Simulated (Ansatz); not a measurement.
# Cl2GaH: reaction (reductive elimination), part 2 of 2

Aim: the minimum-energy path and barrier of the reaction (reductive elimination). The ends are relaxed first, then joined by a nudged elastic band. Meant to form: H2–Cl3; to break: Ga1–H2, Ga1–Cl3. The start is a guess near the saddle point, from which both ends are pulled out.

Ansatz 0.2.0; RKS BLYP-D4/def2-SVP. The steps go on from the part before.

## (7) The band, image by image

The 5 inner images lie between the fixed ends 0 and 6. Energy is taken from image 0, and the path length is the program's own coordinate along the band.

```
image  path (Å)  energy (eV)  H2–Cl3 (Å)  Ga1–H2 (Å)  Ga1–Cl3 (Å)  band force (eV/Å)
    0     0.000       0.0000        3.28        1.56         2.17                  -
    1     0.693       0.6710        2.56        1.54         2.22              0.009
   2*     1.386       1.8601        1.85        1.62         2.51              0.022
    3     1.836       1.2412        1.43        1.93         2.76              0.018
    4     2.286       0.8118        1.31        2.47         3.20              0.009
    5     2.737       0.7495        1.30        3.04         3.30              0.013
    6     3.187       0.7276        1.30        3.55         3.26                  -
```

The star marks the climbing image.

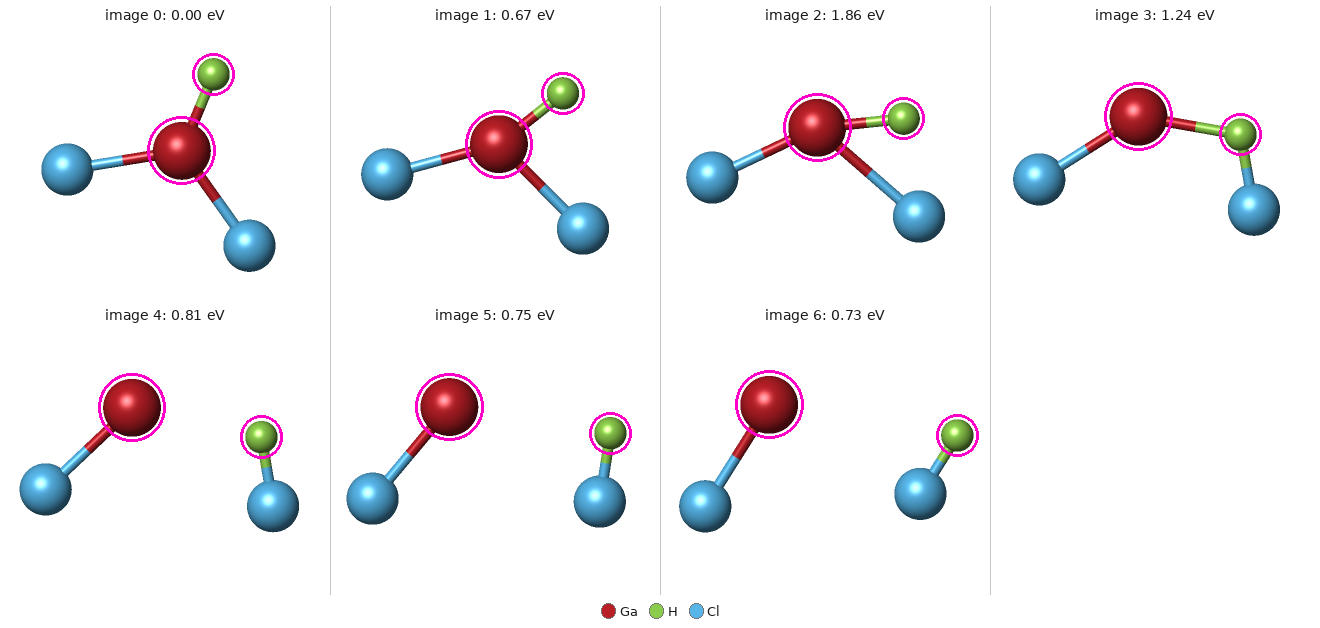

The images of the last band, seen from a free direction. Ringed: H2, Ga1. Sticks join atoms closer than a bonding distance in each image.

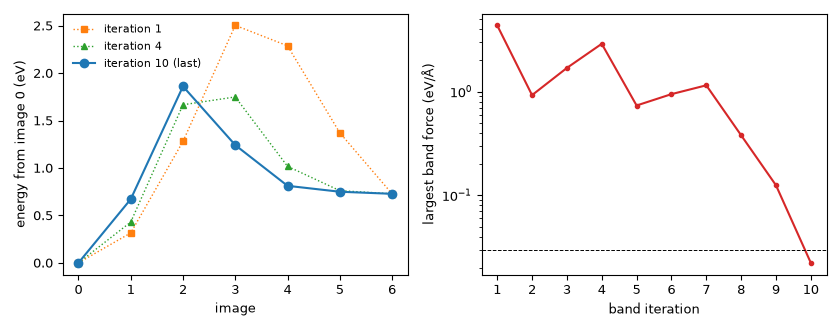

Left: energy of each image for early iterations and the last one (lines only join the points; early values far above the last band run off the scale). Right: the largest band force by iteration, with the threshold dashed.

How the highest energy settled:

```
iteration  highest image above image 0 (eV)  largest band force (eV/Å)
        1                            2.5030                      4.337
        2                            2.2008                      0.923
        3                            1.9436                      1.687
        4                            1.7486                      2.881
        5                            1.6679                      0.733
        6                            1.6471                      0.943
        7                            1.8933                      1.147
        8                            1.8682                      0.379
        9                            1.8610                      0.125
       10                            1.8601                      0.022
```

The band as a trajectory file:

```xyz
4
image=0 dE=0.0000
Ga    0.317    0.000    0.385
H     0.091    0.000    1.929
Cl    2.300    0.000   -0.493
Cl   -1.330    0.000   -1.027
4
image=1 dE=0.6710
Ga    0.047    0.000    0.369
H     0.582    0.000    1.809
Cl    2.193    0.000   -0.181
Cl   -1.445    0.000   -1.202
4
image=2 dE=1.8601
Ga   -0.298    0.000    0.519
H     0.994    0.000    1.504
Cl    2.174    0.000    0.073
Cl   -1.493    0.000   -1.302
4
image=3 dE=1.2412
Ga   -0.542    0.000    0.614
H     1.256    0.000    1.312
Cl    2.187    0.000    0.230
Cl   -1.525    0.000   -1.361
4
image=4 dE=0.8118
Ga   -0.889    0.000    0.598
H     1.454    0.000    1.379
Cl    2.299    0.000    0.376
Cl   -1.486    0.000   -1.558
4
image=5 dE=0.7495
Ga   -1.098    0.000    0.487
H     1.719    0.000    1.626
Cl    2.203    0.000    0.418
Cl   -1.447    0.000   -1.737
4
image=6 dE=0.7276
Ga   -1.282    0.000    0.425
H     2.010    0.000    1.753
Cl    1.980    0.000    0.452
Cl   -1.330    0.000   -1.835
```

## (8) Frequencies at the highest image

The geometry is the highest inner image of the first converged band.

input.yaml reads:

```yaml
crystal:
  periodic: [false, false, false]
  atoms:
    - { symbol: Ga, position_ang: [-0.297832, 0.0, 0.519298] }
    - { symbol: H, position_ang: [0.994422, 0.0, 1.50443] }
    - { symbol: Cl, position_ang: [2.174147, 0.0, 0.073208] }
    - { symbol: Cl, position_ang: [-1.493236, 0.0, -1.301735] }
basis:
  gaussian: { orbitals: def2-SVP }
hamiltonian:
  xc: blyp
  dispersion: d4
phonons: {}
```

On the command line:

```sh
$ ansatz run input.yaml --threads 1 --pin off --max-ram 2048MiB --backend cpu --events-out ev --progress --plain --runs-dir out
```

The log of the run, shortened:

```text
Warning: RAYON_NUM_THREADS=1 ignored (pool sized by the plan → 1); use --threads N
[...]
Functional definition: BLYP
[...]
803 factors; their error is unknown
[...]
mean field -77427.51503194 eV, -2845.4086951693 hartree, gradient 2.5e-5 eV, S^2 0.000000; 0 other end points of the search recorded, 0 dependent functions left out
[...]
reference -77427.51531352 eV, -2845.4087055170 hartree; 33, 33 occupied and 40, 40 virtual orbitals, 803 factors
[...]
803 factors; their error is unknown
mean field -77427.51503609 eV, -2845.4086953216 hartree, gradient 1.6e-6 eV, S^2 0.000000; 0 other end points of the search recorded, 0 dependent functions left out
[...]
reference -77427.51531769 eV, -2845.4087056704 hartree; 33, 33 occupied and 40, 40 virtual orbitals, 803 factors
[...]
803 factors; their error is unknown
mean field -77427.51496867 eV, -2845.4086928440 hartree, gradient 2.0e-6 eV, S^2 0.000000; 0 other end points of the search recorded, 0 dependent functions left out
[...]
reference -77427.51523863 eV, -2845.4087027650 hartree; 33, 33 occupied and 40, 40 virtual orbitals, 803 factors
[...]
803 factors; their error is unknown
mean field -77427.51507737 eV, -2845.4086968385 hartree, gradient 2.2e-6 eV, S^2 0.000000; 0 other end points of the search recorded, 0 dependent functions left out
[...]
reference -77427.51535897 eV, -2845.4087071874 hartree; 33, 33 occupied and 40, 40 virtual orbitals, 803 factors
WARN: phonons: modes at or below zero, which the zero-point energy, F, S and C_V leave out: 1, the lowest at -896.06 cm⁻¹. A minimum has none, and a first-order saddle one
Total energy: -77427.71779022 eV, -2845.4161463985 hartree
Atom 0 at    -0.297832     0.000000     0.519298 Å, force     0.020664     0.000000     0.016833 eV/Å
Atom 1 at     0.994422     0.000000     1.504430 Å, force    -0.008260    -0.000000     0.004528 eV/Å
Atom 2 at     2.174147     0.000000     0.073208 Å, force    -0.004631     0.000000    -0.006354 eV/Å
Atom 3 at    -1.493236     0.000000    -1.301735 Å, force    -0.007774    -0.000000    -0.015007 eV/Å
Dipole moment:    -0.290992    -0.000000     0.320945 e Å
Vibrations: -896.06 97.51 317.07 332.77 395.65 1626.83 cm⁻¹, zero-point energy 0.171708 eV
```

Wall time 16 s (1 thread of Arm Neoverse V2, shared host); peak memory 0.11 GiB.

Of 6 modes, 1 is imaginary by more than 30 cm⁻¹ (896i cm⁻¹).

## (9) A trajectory let go at the top

It starts at the highest inner image of the first converged band: 200 steps of 0.5 fs at constant energy, with velocities drawn for 300 K.

Changes to input.yaml since step 8:

```diff
@@ -12,2 +12,8 @@
   dispersion: d4
-phonons: {}
+md:
+  timestep: 0.5
+  n_steps: 200
+  ensemble: nve
+  temperature: 300.0
+  initial_velocities: maxwell_boltzmann
+  seed: 9909
```

On the command line:

```sh
$ ansatz run input.yaml --threads 1 --pin off --max-ram 2048MiB --backend cpu --events-out ev --progress --plain --runs-dir out
```

The log of the run, shortened:

```text
Warning: RAYON_NUM_THREADS=1 ignored (pool sized by the plan → 1); use --threads N
[...]
[... 1 set-up line as earlier in the session ...]
[...]
803 factors; their error is unknown
[...]
mean field -77427.51503194 eV, -2845.4086951693 hartree, gradient 2.5e-5 eV, S^2 0.000000; 0 other end points of the search recorded, 0 dependent functions left out
[...]
reference -77427.51531352 eV, -2845.4087055170 hartree; 33, 33 occupied and 40, 40 virtual orbitals, 803 factors
md step     0: t =     0.00 fs  T =   300.0 K  F+E_penalty+E_count = -77427.71750865 eV  E_kin = 0.077556 eV  conserved = -77427.63995265 eV  (29 SCF iters)
[...]
md step    24: t =    12.00 fs  T =   416.2 K  F+E_penalty+E_count = -77427.74721999 eV  E_kin = 0.107603 eV  conserved = -77427.63961704 eV  (26 SCF iters, 3 dispersion substeps)
[...]
md step    48: t =    24.00 fs  T =  2385.5 K  F+E_penalty+E_count = -77428.25951732 eV  E_kin = 0.616695 eV  conserved = -77427.64282226 eV  (24 SCF iters, 3 dispersion substeps)
[...]
md step    72: t =    36.00 fs  T =  3590.4 K  F+E_penalty+E_count = -77428.57262547 eV  E_kin = 0.928181 eV  conserved = -77427.64444458 eV  (25 SCF iters, 3 dispersion substeps)
[...]
md step    96: t =    48.00 fs  T =  3757.8 K  F+E_penalty+E_count = -77428.61517816 eV  E_kin = 0.971463 eV  conserved = -77427.64371493 eV  (25 SCF iters, 3 dispersion substeps)
md step    97: t =    48.50 fs  T =  4040.5 K  F+E_penalty+E_count = -77428.68911018 eV  E_kin = 1.044556 eV  conserved = -77427.64455439 eV  (25 SCF iters, 3 dispersion substeps)
md step    98: t =    49.00 fs  T =  4115.2 K  F+E_penalty+E_count = -77428.70777629 eV  E_kin = 1.063866 eV  conserved = -77427.64391062 eV  (24 SCF iters, 3 dispersion substeps)
```

## (10) More of the same log: dynamics from the highest image of the converged band

Output, continued, shortened:

```text
md step    99: t =    49.50 fs  T =  3999.5 K  F+E_penalty+E_count = -77428.67657981 eV  E_kin = 1.033960 eV  conserved = -77427.64261974 eV  (25 SCF iters, 3 dispersion substeps)
[...]
md step   124: t =    62.00 fs  T =  3893.4 K  F+E_penalty+E_count = -77428.64875030 eV  E_kin = 1.006535 eV  conserved = -77427.64221567 eV  (25 SCF iters, 3 dispersion substeps)
[...]
md step   149: t =    74.50 fs  T =  3742.2 K  F+E_penalty+E_count = -77428.60907526 eV  E_kin = 0.967431 eV  conserved = -77427.64164444 eV  (24 SCF iters, 3 dispersion substeps)
[...]
md step   174: t =    87.00 fs  T =  3697.4 K  F+E_penalty+E_count = -77428.59682872 eV  E_kin = 0.955859 eV  conserved = -77427.64096930 eV  (25 SCF iters, 3 dispersion substeps)
[...]
md step   199: t =    99.50 fs  T =  3538.7 K  F+E_penalty+E_count = -77428.55512485 eV  E_kin = 0.914817 eV  conserved = -77427.64030817 eV  (25 SCF iters, 3 dispersion substeps)
[...]
md step   200: t =   100.00 fs  T =  3232.2 K  F+E_penalty+E_count = -77428.47508098 eV  E_kin = 0.835580 eV  conserved = -77427.63950060 eV  (26 SCF iters, 3 dispersion substeps)
Total energy: -77428.47540169 eV, -2845.4439881063 hartree
Atom 0 at    -0.848816    -0.013060     0.706492 Å, force     0.115677     0.000374     0.156294 eV/Å
Atom 1 at     4.535433     0.086129     0.322145 Å, force    -2.769423    -0.132217    -0.855764 eV/Å
Atom 2 at     3.158507     0.018873    -0.123876 Å, force     2.688231     0.130575     0.852236 eV/Å
Atom 3 at    -1.494609     0.004365    -1.439206 Å, force    -0.034485     0.001268    -0.152765 eV/Å
Dipole moment:     0.443612     0.010861     0.455520 e Å
```

It took 4.7 min on 1 thread of Arm Neoverse V2, shared host; peak memory 0.12 GiB.

## (11) The trajectory

The trajectory, every 11 steps (energies from step 0):

```
time (fs)  T (K)  potential energy change (meV/atom)  total energy change (meV/atom)  H2–Cl3 (Å)  Ga1–H2 (Å)
      0.0    300                                 0.0                            0.00        1.85        1.62
      5.5     98                                13.2                            0.09        1.79        1.54
     11.0    396                                -6.1                            0.06        1.71        1.72
     16.5   1203                               -58.3                            0.07        1.48        1.90
     22.0   1304                               -64.8                            0.10        1.20        2.16
     27.5   1385                               -69.8                            0.28        1.51        2.50
     33.0   2767                              -159.8                           -0.35        1.20        2.75
     38.5   2889                              -167.3                            0.07        1.45        3.22
     44.0   4062                              -244.2                           -1.03        1.31        3.42
     49.5   4000                              -239.8                           -0.67        1.35        3.74
     55.0   3594                              -213.1                           -0.18        1.41        4.00
     60.5   3825                              -228.9                           -1.08        1.24        4.10
     66.0   2803                              -161.5                            0.26        1.48        4.48
     71.5   2711                              -155.0                            0.78        1.17        4.40
     77.0   2606                              -148.7                            0.34        1.49        4.84
     82.5   3089                              -180.3                            0.03        1.18        4.72
     88.0   3113                              -181.7                            0.17        1.46        5.11
     93.5   4110                              -247.5                           -1.22        1.26        5.08
     99.0   3845                              -229.5                           -0.37        1.38        5.32
    100.0   3232                              -189.4                            0.11        1.45        5.40
```

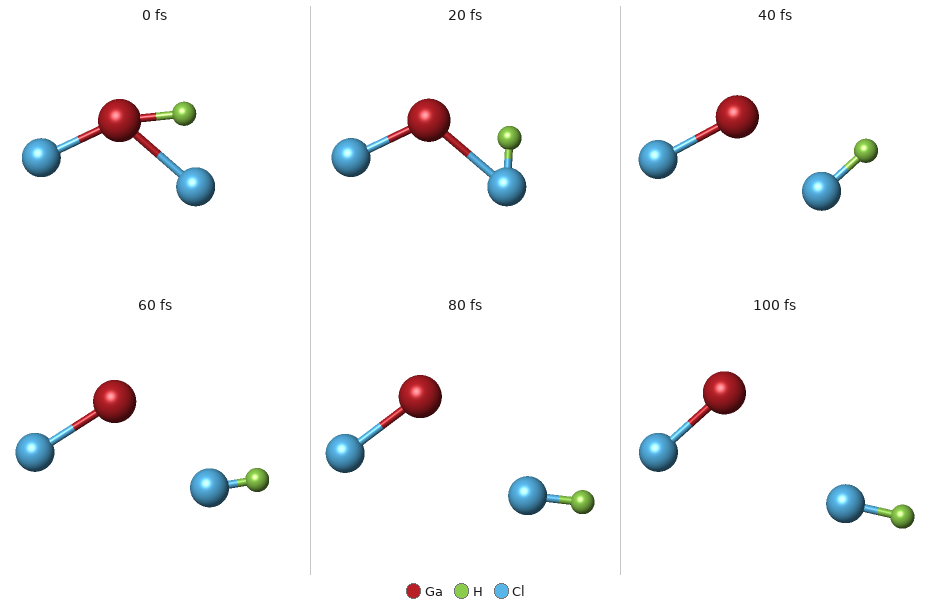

Six frames of the run, seen from a free direction. Sticks join atoms within a bonding distance in each frame.

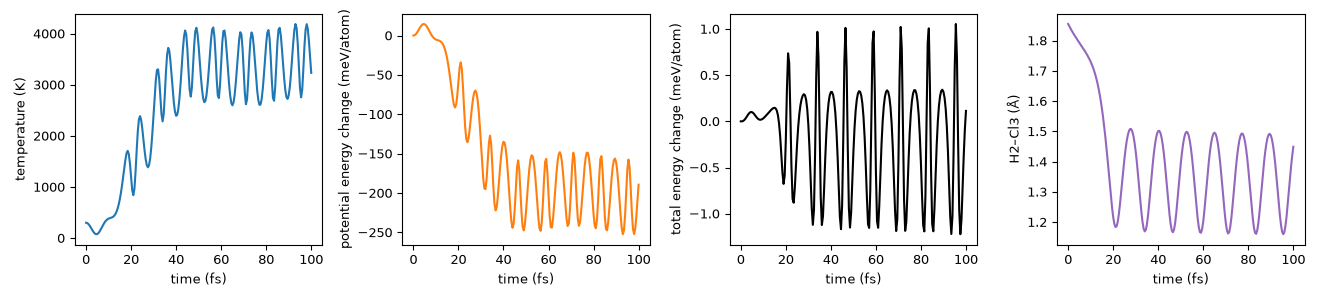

Traces against time; each panel has its own scale.

Bonds that form or break, judged by distance (formed within 1.15 times the sum of covalent radii and held on average over 12 fs, broken when stretched by half; pairs already stretched at the start don't count as bonds):

```
time (fs)     bond   event
     16.5   H2–Cl3   forms
     24.5   Ga1–H2  breaks
     68.0  Ga1–Cl3  breaks
```

The last frame stands with the bonds of end B.

## (12) A trajectory let go at the top

It starts at the highest inner image of the first converged band: 200 steps of 0.5 fs at constant energy, with velocities drawn for 100 K.

Changes to input.yaml since step 9:

```diff
@@ -16,4 +16,4 @@
   ensemble: nve
-  temperature: 300.0
+  temperature: 100.0
   initial_velocities: maxwell_boltzmann
-  seed: 9909
+  seed: 9910
```

On the command line:

```sh
$ ansatz run input.yaml --threads 1 --pin off --max-ram 2048MiB --backend cpu --events-out ev --progress --plain --runs-dir out
```

The log of the run, shortened:

```text
Warning: RAYON_NUM_THREADS=1 ignored (pool sized by the plan → 1); use --threads N
[...]
[... 1 set-up line as earlier in the session ...]
[...]
803 factors; their error is unknown
[...]
mean field -77427.51503194 eV, -2845.4086951693 hartree, gradient 2.5e-5 eV, S^2 0.000000; 0 other end points of the search recorded, 0 dependent functions left out
[...]
reference -77427.51531352 eV, -2845.4087055170 hartree; 33, 33 occupied and 40, 40 virtual orbitals, 803 factors
md step     0: t =     0.00 fs  T =   100.0 K  F+E_penalty+E_count = -77427.71750865 eV  E_kin = 0.025852 eV  conserved = -77427.69165665 eV  (29 SCF iters)
[...]
md step    25: t =    12.50 fs  T =    79.0 K  F+E_penalty+E_count = -77427.71206737 eV  E_kin = 0.020426 eV  conserved = -77427.69164140 eV  (27 SCF iters)
[...]
md step    50: t =    25.00 fs  T =  1132.3 K  F+E_penalty+E_count = -77427.98416064 eV  E_kin = 0.292720 eV  conserved = -77427.69144093 eV  (26 SCF iters, 3 dispersion substeps)
[...]
md step    75: t =    37.50 fs  T =  5152.6 K  F+E_penalty+E_count = -77429.02424609 eV  E_kin = 1.332040 eV  conserved = -77427.69220573 eV  (24 SCF iters, 3 dispersion substeps)
[...]
md step    99: t =    49.50 fs  T =  3107.5 K  F+E_penalty+E_count = -77428.49515444 eV  E_kin = 0.803352 eV  conserved = -77427.69180284 eV  (24 SCF iters, 5 dispersion substeps)
md step   100: t =    50.00 fs  T =  2935.9 K  F+E_penalty+E_count = -77428.45068153 eV  E_kin = 0.758979 eV  conserved = -77427.69170246 eV  (25 SCF iters, 5 dispersion substeps)
```

## (13) The log goes on: dynamics from the highest image of the converged band

The log, continued, shortened:

```text
md step   101: t =    50.50 fs  T =  2776.6 K  F+E_penalty+E_count = -77428.40940359 eV  E_kin = 0.717804 eV  conserved = -77427.69159992 eV  (25 SCF iters, 5 dispersion substeps)
[...]
md step   126: t =    63.00 fs  T =  4160.9 K  F+E_penalty+E_count = -77428.76781698 eV  E_kin = 1.075668 eV  conserved = -77427.69214860 eV  (24 SCF iters, 5 dispersion substeps)
[...]
md step   151: t =    75.50 fs  T =  3306.4 K  F+E_penalty+E_count = -77428.54657785 eV  E_kin = 0.854769 eV  conserved = -77427.69180901 eV  (24 SCF iters, 5 dispersion substeps)
[...]
md step   176: t =    88.00 fs  T =  5091.8 K  F+E_penalty+E_count = -77429.00844963 eV  E_kin = 1.316332 eV  conserved = -77427.69211761 eV  (24 SCF iters, 5 dispersion substeps)
[...]
md step   199: t =    99.50 fs  T =  3797.2 K  F+E_penalty+E_count = -77428.67361874 eV  E_kin = 0.981649 eV  conserved = -77427.69196938 eV  (25 SCF iters, 3 dispersion substeps)
[...]
md step   200: t =   100.00 fs  T =  3667.6 K  F+E_penalty+E_count = -77428.64011733 eV  E_kin = 0.948137 eV  conserved = -77427.69197986 eV  (27 SCF iters, 3 dispersion substeps)
Total energy: -77428.64041666 eV, -2845.4500522949 hartree
Atom 0 at    -0.293030    -0.014402     0.559262 Å, force     1.465462     1.183144     0.223822 eV/Å
Atom 1 at    -1.318590     0.688143     1.698979 Å, force     1.142740    -0.768566    -0.294832 eV/Å
Atom 2 at     2.120147    -0.030767    -0.047168 Å, force    -2.224297    -0.120331     0.892602 eV/Å
Atom 3 at    -1.382911     0.039526    -1.265492 Å, force    -0.383905    -0.294247    -0.821592 eV/Å
Dipole moment:    -0.315114    -0.091281     0.408777 e Å
```

Wall time 4.7 min (1 thread of Arm Neoverse V2, shared host); peak memory 0.12 GiB.

## (14) The trajectory

The trajectory, every 8 steps (energies from step 0):

```
time (fs)  T (K)  potential energy change (meV/atom)  total energy change (meV/atom)  H2–Cl3 (Å)  Ga1–H2 (Å)
      0.0    100                                 0.0                            0.00        1.85        1.62
      4.0     95                                 0.3                            0.00        1.88        1.62
      8.0     83                                 1.1                            0.00        1.92        1.62
     12.0     78                                 1.4                            0.00        1.96        1.61
     16.0    113                                -0.8                            0.01        2.03        1.59
     20.0    292                               -12.4                            0.02        2.15        1.58
     24.0    874                               -49.9                            0.05        2.34        1.57
     28.0   2255                              -139.3                            0.02        2.66        1.58
     32.0   4099                              -258.6                           -0.13        3.09        1.64
     36.0   5069                              -321.3                           -0.15        3.52        1.72
     40.0   5101                              -323.3                           -0.12        3.83        1.77
     44.0   4683                              -296.4                           -0.13        3.91        1.72
     48.0   3641                              -229.0                           -0.10        3.81        1.59
     52.0   2431                              -150.6                            0.07        3.66        1.51
     56.0   2788                              -173.7                           -0.04        3.60        1.55
     60.0   3717                              -233.9                           -0.12        3.56        1.66
     64.0   4259                              -268.9                           -0.12        3.42        1.71
     68.0   4416                              -279.1                           -0.14        3.15        1.70
     72.0   4020                              -253.5                           -0.12        2.81        1.67
     76.0   3215                              -201.4                           -0.03        2.53        1.64
     80.0   3017                              -188.5                            0.02        2.40        1.61
     84.0   3877                              -244.1                           -0.02        2.49        1.56
     88.0   5092                              -322.7                           -0.12        2.82        1.58
     92.0   5397                              -342.5                           -0.14        3.27        1.66
     96.0   4647                              -294.0                           -0.08        3.67        1.72
    100.0   3668                              -230.7                           -0.08        3.92        1.69
```

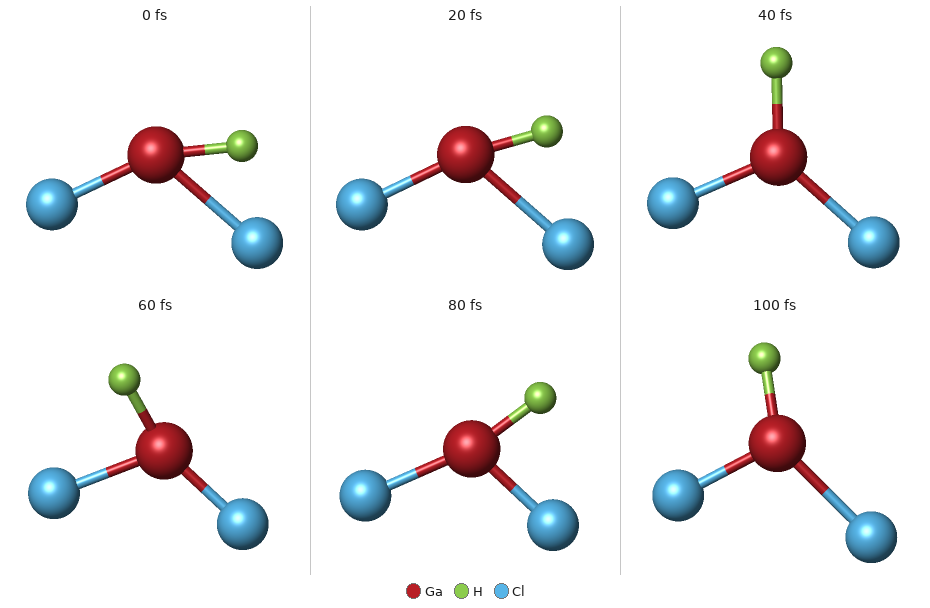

Six frames of the run, seen from a free direction. Sticks join atoms within a bonding distance in each frame.

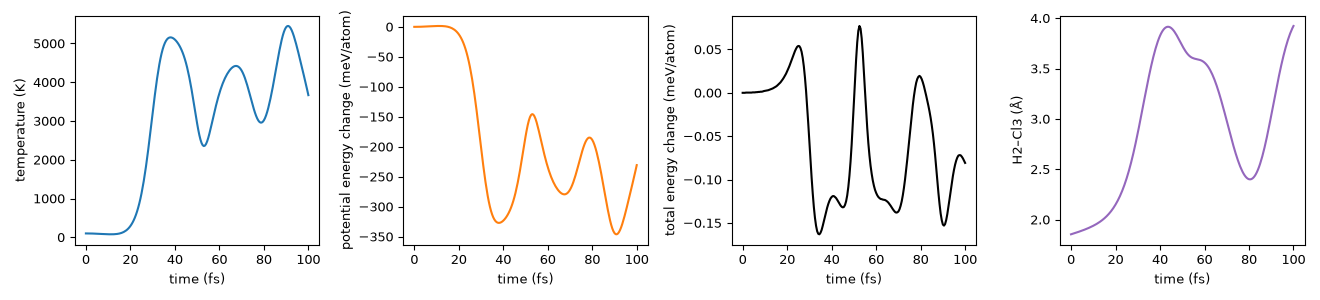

Time series of the run, each on its own scale.

The last frame stands with the bonds of end A.

## (15) Results

This closing draws on all 2 parts.

```
                         quantity                               value
                            end A             4 moves, 0.549 eV lower
                            end B             9 moves, 0.068 eV lower
                 barrier forwards                             1.86 eV
                barrier backwards                             1.13 eV
     second end relative to first                           +0.728 eV
                    highest image               2 of 0 to 6, climbing
                  band iterations                                  10
               pieces at the ends                 Cl2GaH → ClGa + ClH
       imaginary modes at the top                           896i cm⁻¹
trajectory at 300 K, after 100 fs  with the bonds of end B, at 3232 K
trajectory at 100 K, after 100 fs  with the bonds of end A, at 3668 K
```

**Reading.** Along this path the system climbs 1.86 eV from the first end (72 kT at 300 K); with a typical attempt rate of 10^13 per second that is roughly 10^-18 events a second. The second end lies 0.73 eV above the first, so the way back costs 1.13 eV. By distance, end A alone has Ga1–H2, Ga1–Cl3 and end B alone has H2–Cl3. One imaginary mode, as a first-order saddle point has. These are electronic energies, with no zero-point or thermal terms. Semilocal functionals tend to give barriers that are too low.
